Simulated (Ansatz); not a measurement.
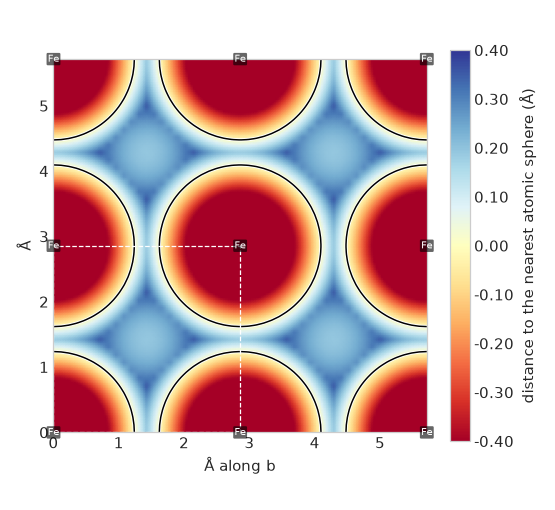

Map of the distance to the nearest atomic sphere in Fe (Im-3m), computed on the section x = 0.000 (parallel to b and c; the dashed line is one cell). The black line marks the spheres' surfaces; positive values are empty space; unlabelled circles belong to atoms above or below the section.

The atoms' radii are touching radii (half the shortest distance): Fe 1.24 Å.

The cell is taken from the input geometry of an electronic-structure calculation (not necessarily at equilibrium).

Space group Im-3m (No. 229). a = 2.858 Å, b = 2.858 Å, c = 2.858 Å, α = 90.00°, β = 90.00°, γ = 90.00°
```tsv
atom	site	symmetry	x	y	z
Fe	2a	m-3m	0.0000	0.0000	0.0000
```

Question: Where is the largest hole in this section, and how large is it?

Answer: At 0.000, 0.250, 0.500 (fractional), where the distance reaches 0.36 Å; it is enclosed by 4 Fe in a tetrahedral arrangement. It is the largest hole of the crystal.

Question: How much of the crystal lies outside the spheres?

Answer: About 32 % of the cell's volume, and 41 % of this section's area.

Question: What can pass through?

Answer: The largest sphere that fits anywhere has a diameter of 0.72 Å; the largest that can travel through the crystal, about 0.6 Å.
